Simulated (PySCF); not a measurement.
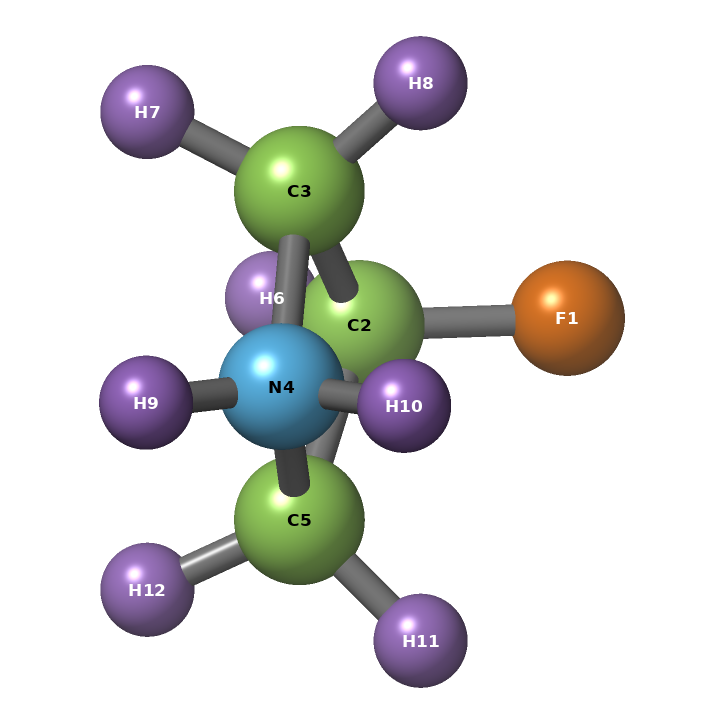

State: charge +1, singlet. Computed geometry: PBE0-D3(BJ)/def2-SVP optimisation. No frequency run is at hand to confirm it as a minimum. Method: B3LYP/pcJ-1 indirect spin-spin coupling, non-relativistic, gas phase (PySCF 2.14.0). Isotopes: 13C, 19F, 1H, 15N.

Give the spin–spin coupling constants of these pairs, with the number of bonds between them: F1/C2, C3/N4, F1/C5, F1/H8, F1/H12.

```csv
pair,bonds apart,J (Hz)
"F1, C2",1,−280.0
"C3, N4",1,−4.1
"F1, C5",2,32.0
"F1, H8",3,18.6
"F1, H12",3,21.3
```

Density functionals are unreliable for couplings to fluorine, so those rows may be far off.
